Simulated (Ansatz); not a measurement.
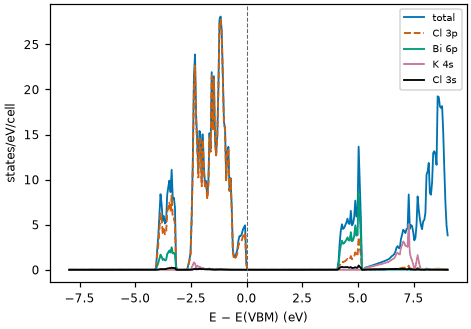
Fig. 1. Total and projected density of states of K2LiBiCl6 in space group Fm-3m (No. 225; K on 8c, Li on 4b, Bi on 4a, Cl on 24e), DFT-r²SCAN in the program Ansatz with PAW potentials

Question: Which orbitals carry the states next to the gap?

Answer: Top 1 eV of the valence band: Cl 3p 94 %, Bi 6s 5 %. Bottom 1 eV of the conduction band: Bi 6p 64 %, Cl 3p 23 %, outside the projected shells 7 %. Projections are on Löwdin-orthogonalised atomic valence shells; empty p or d shells of many metals are not among them.

Question: Where is the tallest occupied peak in this window, and what makes it?

Answer: Near -1.2 eV, about 28 states/eV per cell; the largest projected share is Cl 3p.

The first step of the workflow began from a Materials Project structure, measured or hypothetical; the Crystallography Open Database copy checked does not list it. Its standing as an ambient phase is unchecked. The r²SCAN relaxation kept the symmetry of its start; whether a distortion lowers the energy is not shown. Spin–orbit coupling is left out wherever it is not named.

Potentials: the later of the program's two PAW sets.
